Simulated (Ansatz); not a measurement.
# Fields on a plane of Be (hcp, Mg type)

```
Be
1.0
    2.26315     0.00000     0.00000
   -1.13157     1.95994     0.00000
    0.00000     0.00000     3.56313
Be
2
Direct
  0.33333   0.66667   0.75000
  0.66667   0.33333   0.25000
```

The slice is a (1 -1 0 0) plane (indices of the conventional cell) through the point (0.333, 0.667, 0.750) (fractional), spanned by u = [110] and v = [001] in vectors of this cell: u (2.26 Å) and v (3.56 Å, at 90° to u). It covers one period; positions are fractions (u, v).

Atoms on it: Be at (0.00, 0.00). Other atoms lie within 1 Å of the plane.

Computed with r2SCAN (plane waves to 500 eV, PAW, scalar-relativistic; Ansatz, a program for electronic structure). k mesh 23×23×13. Inside the PAW spheres the values are not all-electron values, and peaks at nuclei hang on which shells count as valence. Be was relaxed with its symmetry unable to fall. The PAW data are Ansatz's earlier set.

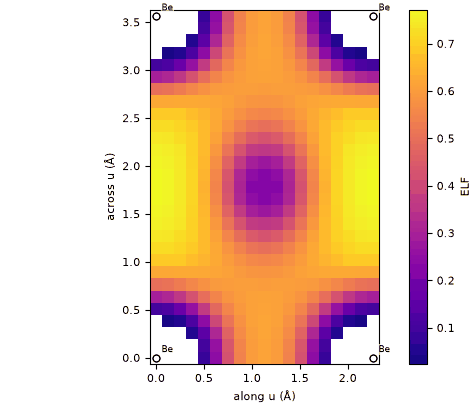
*Electron localisation function (ELF), one period of the plane, atoms marked. Points within 0.4 Å of a nucleus are left white, as the pseudised field means little there.*

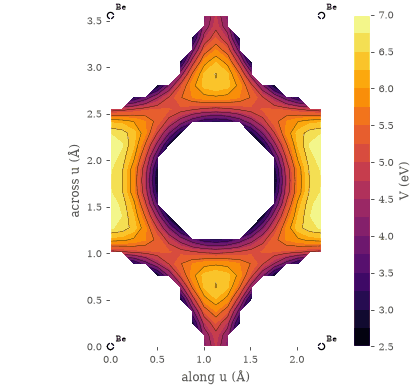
*Electrostatic potential energy of an electron, from the cell's mean, in eV, one period of the plane, atoms marked. Points within 0.9 Å of a nucleus are left white, as the pseudised field means little there. The zero, the cell's mean, hangs on the PAW cores.*

| Property | Result |
|---|---|
| Density on the Be–Be line (2.26 Å) at its midpoint | 0.26 e/Å³ |
| ELF at that point | 0.62 |
| ELF maximum in the middle third of the Be–Be line | 0.62, 1.1 Å from Be |
